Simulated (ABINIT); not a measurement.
Band structure of Be (P6_3/mmc, 2 atoms in the cell).

```
CELL_PARAMETERS angstrom
      2.23896     0.00000     0.00000
     -1.11948     1.93900     0.00000
      0.00000     0.00000     3.53335
ATOMIC_POSITIONS crystal
  Be 0.33333 0.66667 0.75000
  Be 0.66667 0.33333 0.25000
```

Method of the run: PBE, norm-conserving pseudopotentials (PseudoDojo nc-sr-05 PBE standard) (plane waves; ABINIT).

Settings: pseudos = [Be.upf]; ecut = 88 Ry; occopt = 3; tsmear = 0.00183747 Ha; ngkpt = 13 13 8; nshiftk = 1; shiftk = 0 0 0; potentials = PseudoDojo nc-sr-05 PBE standard; kptopt = 1; nstep = 100; tolvrs1 = 1e-11; ndtset = 2; getden2 = 1.

The starting cell comes from a database of computed structures (which also holds hypothetical and non-ambient phases and stackings), without a prior relaxation at this level. Its lattice was rescaled by a random factor within 2.5 % of one.

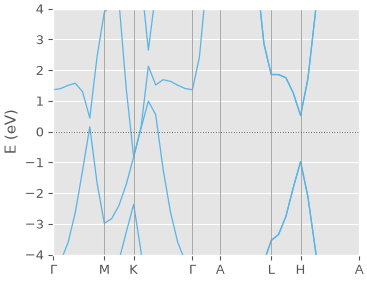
Fig. 1. Bands along the path, energies from the Fermi level.

Levels in eV from the Fermi level, bands 1 to 8:
```csv
point,1,2,3,4,5,6,7,8
Γ,-99.75,-99.72,-11.34,-4.40,1.36,16.63,16.63,19.54
M,-99.72,-99.71,-4.95,-2.98,3.89,6.77,7.12,9.85
K,-99.71,-99.71,-2.36,-0.82,-0.82,7.03,7.03,7.07
A,-99.73,-99.73,-9.17,-9.17,11.09,11.09,18.32,18.32
L,-99.72,-99.72,-3.54,-3.54,1.86,1.86,12.52,12.52
H,-99.71,-99.71,-0.98,-0.98,0.52,0.52,6.75,6.75
```

Bands cross the Fermi level along this path, so the cell is metallic at this level.
